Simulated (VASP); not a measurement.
Band structure of CsPbBr$_{3}$ (cubic perovskite). Method: PBE GGA, VASP's PBE PAW potentials (set 64) (plane waves; VASP).

Unless said otherwise, spin-orbit coupling is left out, though it shifts the bands of the heavy elements here.

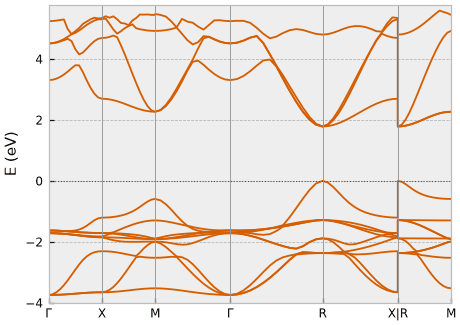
Figure: Bands along high-symmetry lines, zero at the valence-band maximum or, without a gap, the Fermi level

Task: Read the plot: is there a gap, and where are the band edges?

Result: The gap is direct, 1.78 eV, from the valence maximum at R to the conduction minimum at R. (Edges off the drawn lines would not show.)

The compound is CsPbBr3 in the cubic perovskite structure, the ideal cubic form; the compound distorts at low or room temperature. It was relaxed first, which changed the volume by +7 %.
